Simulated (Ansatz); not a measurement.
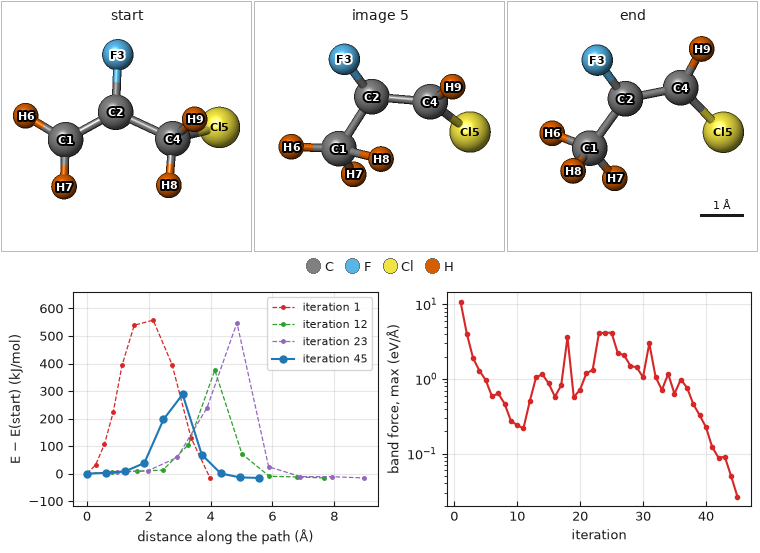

A search for the minimum-energy path of C3H4ClF by the nudged elastic band. Images are numbered from 0 (start) to 9 (end). The plot follows the band through its iterations. The picture is a ball-and-stick view, seen at a tilt.

Method: UKS PBE/def2-SVP in Ansatz 0.2.0. Settings: 8 movable images; no climbing image; force threshold 0.03 eV/Å; iteration limit 60; starting path through a guess of the saddle point.

Question: How did the profile develop, and is the result final?

Answer: The run is converged, with reservations. The band converged in 45 iterations. The largest component of the band force went from 11 to 0.027 eV/Å. No image climbed, so the highest image needn't lie on the saddle point, and the true maximum along this path can be higher. The first iteration put the highest image at 557.5 kJ/mol. The highest point, image 5, lies 288.2 kJ/mol above the start and 303.5 kJ/mol above the end; the end is at −15.3 kJ/mol relative to the start.

Cost: 25 min on 2 threads of Arm Neoverse N1 (shared host), peak memory 0.22 GiB.
